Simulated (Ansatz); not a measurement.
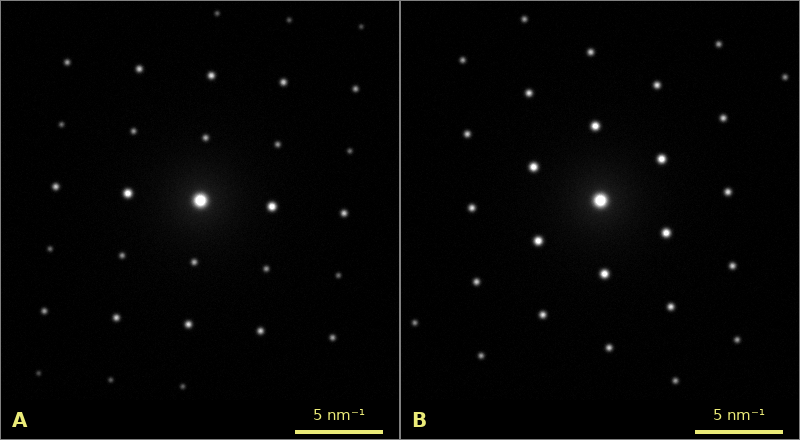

Kinematic electron diffraction patterns (200 kV, B = 0.5 Å², same scale, each along a low-index zone) of two structures of composition ScW, each relaxed at zero pressure with Ansatz 0.2.0, DFT PBE, scalar-relativistic, plane waves, PAW. The runs are not spin-polarised.

The structures (standard cells):
1. Pm-3m (No. 221), a = 3.322 Å, 2 atoms; generated start, possibly hypothetical
2. P4/mmm (No. 123), a = 2.785 Å, c = 4.754 Å, 2 atoms; generated start, possibly hypothetical

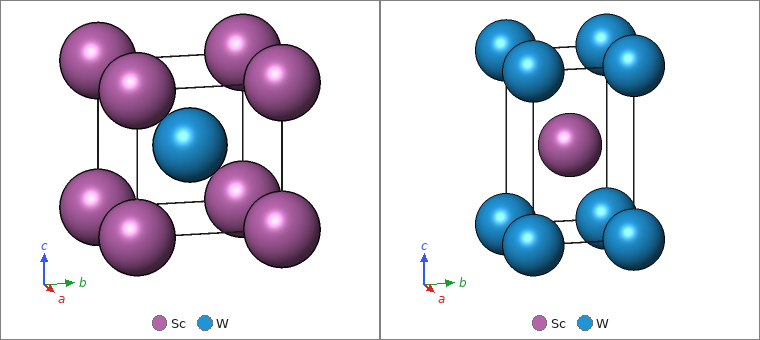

Drawings of the structures 1 to 2, from left to right (each may span several cells).

Question: Which pattern belongs to which structure, and along which zone?

Answer: A is structure 2 along [101] or an equivalent direction: rectangular net of 0 1 0 at d = 2.78 Å and 1 0 -1 at d = 2.40 Å, 90.0° apart. B is structure 1 along [111] or an equivalent direction: hexagonal net of -1 1 0 at d = 2.35 Å and -1 0 1 at d = 2.35 Å, 60.0° apart.

Question: Which structure lies lowest at this level of theory, and by how much?

Answer: Structure 2 (P4/mmm, 18.43 Å³ an atom) is the lowest of these; structure 1 (Pm-3m, 18.32 Å³ an atom) lies about 280 meV an atom higher. These are static energies at 0 K; other structures, not shown, may lie lower still.
